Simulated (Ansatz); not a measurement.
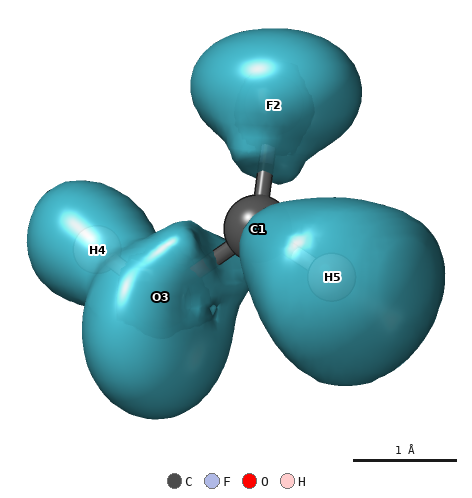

*CH₂FO (charge +1). Isosurface of the electron localisation function at 0.75 (cyan), seen at a tilt. Only the valence region is drawn (cores and ρ < 0.01 e/Å³ removed).*

Geometry: PBE0-D3(BJ)/def2-SVP.

Level of theory: Ansatz, isolated molecule in a Gaussian basis; Kohn-Sham density functional theory, functional PBE0.

```json
{"atom": "C", "x (Å)": "-2.4611", "y (Å)": "0.5965", "z (Å)": "-0.0279"}
{"atom": "F", "x (Å)": "-2.8123", "y (Å)": "0.4154", "z (Å)": "1.1595"}
{"atom": "O", "x (Å)": "-2.1401", "y (Å)": "-0.3480", "z (Å)": "-0.7639"}
{"atom": "H", "x (Å)": "-2.1735", "y (Å)": "-1.2532", "z (Å)": "-0.3718"}
{"atom": "H", "x (Å)": "-2.4393", "y (Å)": "1.6266", "z (Å)": "-0.4224"}
```

What do the ELF domains correspond to?

Answer. The ELF exceeds this value in one region around a hydrogen nucleus, one region on F in which the atom's valence shell and bonds are merged and one joined region spread over several atoms (H, O), in which their bonds and any lone pairs are merged. Profiles from the grid: C–O (1.24 Å): the ELF peaks at about 0.90 between the atoms: a polar covalent bond. C–F (1.25 Å): the ELF peaks at about 0.85 between the atoms; a polar covalent bond.
